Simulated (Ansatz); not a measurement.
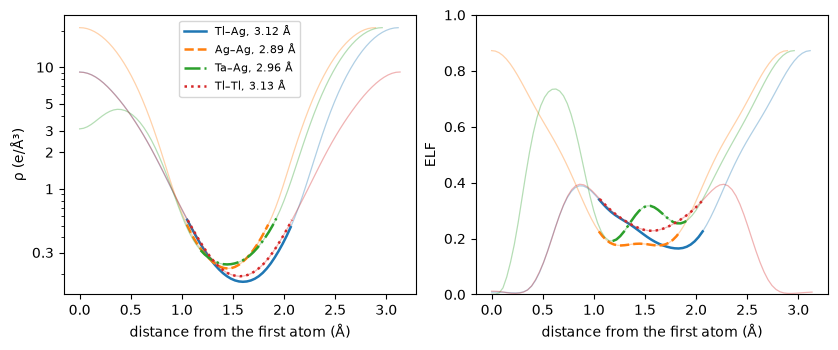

Figure. TaTl3Ag3. Valence charge density (pseudo) and ELF along straight lines between neighbouring atoms. Thin, pale parts lie inside the atomic spheres.

Space group P-6m2; a generated structure, not necessarily the stable one; changed on purpose from its base cell (volume × 1.06, shape and atoms relaxed); computed pressure about −3 GPa in this cell; computed without spin polarisation.

Computed with DFT PBE, scalar-relativistic, plane waves, PAW in Ansatz 0.2.0.

In a PAW calculation such maps are meaningful between the atoms, not at the nuclei.

Input file:

```
crystal:
  lattice:
    - [6.3504712144, 0.0, 0.0]
    - [-3.1752356072, 5.4996693977, 0.0]
    - [0.0, 0.0, 4.8978433216]
  atoms:
    - { symbol: Ta, position: [0.6666666667, 0.3333333333, 0.5] }
    - { symbol: Tl, position: [0.1692461726, 0.8307538274, 0.5] }
    - { symbol: Tl, position: [0.1692461726, 0.3384923451, 0.5] }
    - { symbol: Tl, position: [0.6615076549, 0.8307538274, 0.5] }
    - { symbol: Ag, position: [0.8201567104, 0.1798432896, 0.0] }
    - { symbol: Ag, position: [0.8201567104, 0.6403134209, 0.0] }
    - { symbol: Ag, position: [0.3596865791, 0.1798432896, 0.0] }
basis:
  ecutwfc: 420
kpoints:
  mp_grid: { grid: [6, 6, 8] }
hamiltonian:
  xc: pbe
scf:
  occupations: { method: gaussian, width: 0.1 }
output:
  forces: true
  stress: true
  eigenvalues: true
  write_density: true
  write_potential: true
  elf: true
  volumetric_format: npy
relax:
  adjacent_minimum: "off"
  f_tol: 0.01
  max_steps: 30
  cell: { stress_tol: 0.1, fix: [volume] }
```

Launched as:

```sh
ansatz run input.yaml --threads 1 --pin off --max-ram 2560MiB --backend cpu --events-out ev --progress --plain --runs-dir out
```

Below, planes, directions and counts refer to the conventional cell (a = 6.36 Å, b = 6.36 Å, c = 4.89 Å, α = 90.00°, β = 90.00°, γ = 120.00°).

The fields are those of the relaxed geometry.

What can be read from the curves?

Tl–Ag (3.12 Å): ρ at the midpoint is about 0.17 e/Å³; the ELF is about 0.20 at the midpoint; no localised pair shows between them.
Ag–Ag (2.89 Å): the density is about 0.22 e/Å³ at the midpoint; the ELF is about 0.20 at the midpoint: no localised pair shows between them.
Ta–Ag (2.96 Å): ρ is about 0.24 e/Å³ halfway; the ELF is about 0.30 at the midpoint.
Tl–Tl (3.13 Å): ρ is about 0.19 e/Å³ halfway; the ELF is about 0.25 at the midpoint: no shared electron pair shows on this line.
